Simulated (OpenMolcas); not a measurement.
# One shape, several levels: InPH4O (SMILES O[PH][InH2])

We compute a comparison of 6 runs (HF/def2-SVPD, B2PLYP/def2-SVPD, SVWN5/def2-SVPD, r2SCAN/def2-SVPD, MP2/def2-SVPD, CCSD(T)/def2-SVPD) of InPH4O. 

Program for the calculation: OpenMolcas 26.06.

**1. The structure to begin with**

InPH4O has 7 atoms, charge 0, and is taken as a singlet. As SMILES, `O[PH][InH2]`. One bond was lengthened or shortened from a relaxed shape.

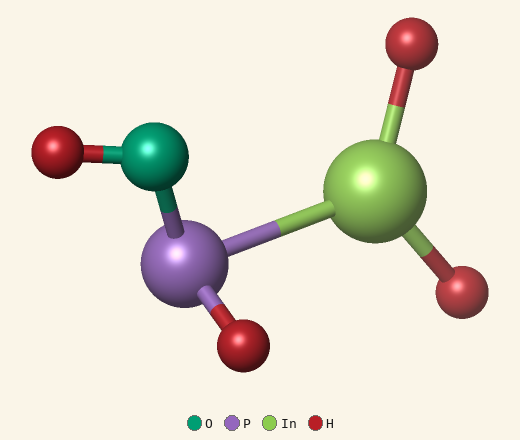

The structure, seen from a chosen angle (oxygen teal, phosphorus purple, indium green, hydrogen red).

**2. A single-point energy at HF/def2-SVPD (core potential) (run 1)**

test.input

```
&gateway
  baslib
  $CurrDir
  coord
  7
  angstrom
  O       -1.725990       0.122157       0.157391
  P       -0.504290      -0.394743      -0.857309
  In       1.515410       0.341157       0.424091
  H       -2.634300       0.311800      -0.441900
  H       -0.365190      -1.746843      -0.414009
  H        1.396710       1.598457       1.596191
  H        3.028610      -0.380443       0.004691
  basis
  def2-SVPD
  group
  NoSym

&seward

&scf
  thresholds
  1e-10 1e-07 1e-07 1e-05
  prorbitals
  1 2
```

The basis set def2-SVPD is read from a file made from the Basis Set Exchange's data (not shown).

Command:

```sh
$ export MOLCAS_MEM=1860
$ pymolcas test.input > test.log
```

Output:

```text
--- Start Module: gateway ---
[...]
--- Stop Module: gateway /rc=_RC_ALL_IS_WELL_ ---
--- Start Module: seward ---
[...]
      Basis functions          111
--- Stop Module: seward /rc=_RC_ALL_IS_WELL_ ---
[...]
--- Start Module: scf ---
[...]
       Convergence after  14 Iterations
[...]
::    Total SCF energy                               -606.9361748243
[...]
      Total spin, S                                     0.0000000000
[...]
      Total electronic charge=   48.000000
      Total            charge=   -0.000000
[...]
      Dipole Moment (debye):
      Origin of the operator (angstrom)=    0.7977    0.1730    0.1534
                   X= -4.8029E-01               Y= -2.8339E-02               Z= -4.4634E-01           Total=  6.5627E-01
      Quadrupole Moment (debye*angstrom):
[...]
--- Stop Module: scf /rc=_RC_ALL_IS_WELL_ ---
[...]
```

Wall time 19 s (1 thread of Intel Xeon Platinum 8259CL at 2.50GHz (Skylake/Cascade Lake), shared host); peak memory 0.66 GiB.

**3. A single-point energy at B2PLYP/def2-SVPD (core potential) (run 2)**

run.input

```
* H4InOP Kohn-Sham DFT
&GATEWAY
BASLIB=$CurrDir
COORD
7
angstrom
O       -1.725990       0.122157       0.157391
P       -0.504290      -0.394743      -0.857309
In       1.515410       0.341157       0.424091
H       -2.634300       0.311800      -0.441900
H       -0.365190      -1.746843      -0.414009
H        1.396710       1.598457       1.596191
H        3.028610      -0.380443       0.004691
BASIS=def2-SVPD
GROUP=NoSym
&SEWARD
GRIDINPUT
Grid=UltraFine
End of Grid
&SCF
KSDFT=B2PLYP_SCF
THRESHOLDS=1e-10 1e-07 1e-07 1e-05
PRORBITALS=0
&MBPT2
FROZEN=10
```

The basis set def2-SVPD is read from a file made from the Basis Set Exchange's data (not shown).

Command:

```sh
$ export MOLCAS_MEM=1860
$ pymolcas run.input > run.log
```

Output:

```text
--- Start Module: gateway ---
[...]
--- Stop Module: gateway /rc=_RC_ALL_IS_WELL_ ---
[...]
      Basis functions          111
[...]
--- Start Module: scf ---
[...]
       Convergence after  13 Iterations
[...]
::    Total KS-DFT energy                            -608.2995225450
[...]
      Total spin, S                                     0.0000000000
[...]
      Total electronic charge=   48.000000
      Total            charge=   -0.000000
[...]
      Dipole Moment (debye):
      Origin of the operator (angstrom)=    0.7977    0.1730    0.1534
                   X= -5.8172E-01               Y= -1.2587E-02               Z= -5.2403E-01           Total=  7.8305E-01
      Quadrupole Moment (debye*angstrom):
[...]
--- Stop Module: scf /rc=_RC_ALL_IS_WELL_ ---
[...]
--- Start Module: mbpt2 ---
[...]
 ###    WARNING: MP2 implementation intended for RHF references only         ###
 ###############################################################################
MBPT2 WARNING: Reference function according to RunFile:KS-DFT
I'll assume you know what you're doing and continue
WARNING!
Default frozen orbitals as non valence orbitals is overwritten by user input.
Default values:   6
[...]
       Reference weight ( Cref**2 )         =        0.78528
::    Total MBPT2 energy                             -608.8392835431
[...]
      Total MBPT2 calculations                           0.86      0.98
--- Stop Module: mbpt2 /rc=_RC_ALL_IS_WELL_ ---
[...]
```

It took 46 s on 1 thread of Intel Xeon Platinum 8259CL at 2.50GHz (Skylake/Cascade Lake), shared host; peak memory 0.66 GiB.

**4. The energy at SVWN5/def2-SVPD (core potential) (run 3)**

run.input

```
&GATEWAY
BasLib=$CurrDir
Coord
7
angstrom
O       -1.725990       0.122157       0.157391
P       -0.504290      -0.394743      -0.857309
In       1.515410       0.341157       0.424091
H       -2.634300       0.311800      -0.441900
H       -0.365190      -1.746843      -0.414009
H        1.396710       1.598457       1.596191
H        3.028610      -0.380443       0.004691
Basis=def2-SVPD
Group=NoSym
&SEWARD
GridInput
Grid=UltraFine
End of Grid
&SCF
KSDFT=SVWN5
Thresholds=1e-10 1e-07 1e-07 1e-05
PrOrbitals=1 2
```

The basis set def2-SVPD is read from a file made from the Basis Set Exchange's data (not shown).

Command:

```sh
$ export MOLCAS_MEM=1860
$ pymolcas run.input > run.log
```

Output:

```text
--- Start Module: gateway ---
[...]
--- Stop Module: gateway /rc=_RC_ALL_IS_WELL_ ---
--- Start Module: seward ---
[...]
      Basis functions          111
--- Stop Module: seward /rc=_RC_ALL_IS_WELL_ ---
[...]
--- Start Module: scf ---
[...]
       Convergence after  19 Iterations
[...]
::    Total KS-DFT energy                            -606.7910490525
[...]
      Total spin, S                                     0.0000000000
[...]
      Total electronic charge=   48.000000
      Total            charge=   -0.000000
[...]
      Dipole Moment (debye):
      Origin of the operator (angstrom)=    0.7977    0.1730    0.1534
                   X= -8.4985E-01               Y= -1.2203E-02               Z= -5.3106E-01           Total=  1.0022E+00
      Quadrupole Moment (debye*angstrom):
[...]
--- Stop Module: scf /rc=_RC_ALL_IS_WELL_ ---
[...]
```

It took 52 s on 1 thread of Intel Xeon Platinum 8259CL at 2.50GHz (Skylake/Cascade Lake), shared host; peak memory 0.66 GiB.

Runs 4 to 5 aren't shown in full; the table further down has their settings and results.

**5. A single-point energy at CCSD(T)/def2-SVPD (Cholesky decomposition, core potential) (run 6)**

calc.inp

```
* H4InOP CCSD(T)
>>> EXPORT MOLCAS_PRINT=2
&GATEWAY
BasLib
$CurrDir
Coord
7
angstrom
O       -1.725990       0.122157       0.157391
P       -0.504290      -0.394743      -0.857309
In       1.515410       0.341157       0.424091
H       -2.634300       0.311800      -0.441900
H       -0.365190      -1.746843      -0.414009
H        1.396710       1.598457       1.596191
H        3.028610      -0.380443       0.004691
Basis
def2-SVPD
Group
NoSym
&SEWARD
High
&SCF
Thresholds
1e-10 1e-07 1e-07 1e-05
PrOrbitals
1 2
&CHCC
Frozen
10
Threshold
1e-08
MaxIterations
80
&CHT3
Frozen
10
```

The basis set def2-SVPD is read from a file made from the Basis Set Exchange's data (not shown).

Command:

```sh
$ export MOLCAS_MEM=1860
$ pymolcas calc.inp > calc.log
```

Output:

```text
--- Start Module: gateway ---
[...]
--- Stop Module: gateway /rc=_RC_ALL_IS_WELL_ ---
[...]
      Basis functions          111
[...]
       Convergence after  14 Iterations
[...]
::    Total SCF energy                               -606.9361746639
[...]
      Total spin, S                                     0.0000000000
[...]
      Total electronic charge=   48.000000
      Total            charge=   -0.000000
[...]
      Dipole Moment (debye):
      Origin of the operator (angstrom)=    0.7977    0.1730    0.1534
                   X= -4.8029E-01               Y= -2.8339E-02               Z= -4.4633E-01           Total=  6.5627E-01
      Quadrupole Moment (debye*angstrom):
[...]
--- Start Module: chcc ---
[...]
--- Stop Module: chcc /rc=_RC_ALL_IS_WELL_ ---
[...]
--- Start Module: cht3 ---
[...]
--- Stop Module: cht3 /rc=_RC_ALL_IS_WELL_ ---
[...]
```

It took 21 min on 1 thread of Intel Xeon Platinum 8259CL at 2.50GHz (Skylake/Cascade Lake), shared host; peak memory 0.24 GiB.

**6. The series**

| run | level | frozen core orbitals | integration grid | energy (Eh) | dipole moment (D) of the reference | HOMO energy (eV) | LUMO energy (eV) | wall time |
| --- | --- | --- | --- | --- | --- | --- | --- | --- |
| 1 | HF/def2-SVPD (core potential) | – | – | -606.936175 | 0.66 | -8.80 | 0.73 | 19 s |
| 2 | B2PLYP/def2-SVPD (core potential) | 10 | UltraFine | -608.445258 | 0.78 | -7.33 | -0.89 | 46 s |
| 3 | SVWN5/def2-SVPD (core potential) | – | UltraFine | -606.791049 | 1.00 | -5.63 | -2.76 | 52 s |
| 4 | r2SCAN/def2-SVPD (core potential) | – | UltraFine | -608.924765 | 0.89 | -5.69 | -2.27 | 77 s |
| 5 | MP2/def2-SVPD (core potential) | 10 | – | -607.366610 | 0.66 | -8.80 | 0.73 | 20 s |
| 6 | CCSD(T)/def2-SVPD (Cholesky decomposition, core potential) | 10 | – | -607.421086 | 0.66 | -8.80 | 0.73 | 21 min |

**7. Outcome**

| quantity | value |
| --- | --- |
| run 6: total energy | -607.42109 Eh |
| run 6: dipole moment (mean-field density) | 0.66 D |
| run 6: HOMO energy (Hartree–Fock orbitals) | -8.80 eV |
| run 6: LUMO energy (Hartree–Fock orbitals) | 0.73 eV |
| run 6: HOMO–LUMO gap (Hartree–Fock orbitals) | 9.53 eV |
| run 6: correlation energy (10 core orbitals frozen) | -484.9 mEh |
| run 6: (T) correction | -15.70 mEh |

Below the HF energy at the same shape and in the same basis (def2-SVPD): MP2 -430.4 mEh; CCSD(T) -484.9 mEh. Over runs 1, 2, 3, 4 the dipole moment (its size) runs from 0.66 D (HF/def2-SVPD) to 1.00 D (SVWN5/def2-SVPD). Over runs 1, 2, 3, 4 the HOMO–LUMO gap runs from 2.87 eV (SVWN5/def2-SVPD) to 9.53 eV (HF/def2-SVPD). Exact exchange widens orbital gaps. For B2PLYP the log adds the whole second-order term; the table takes 0.27 of it, as the functional is defined. Totals of different functionals can't be ranked against each other. All runs together took 25 min, the longest 21 min.
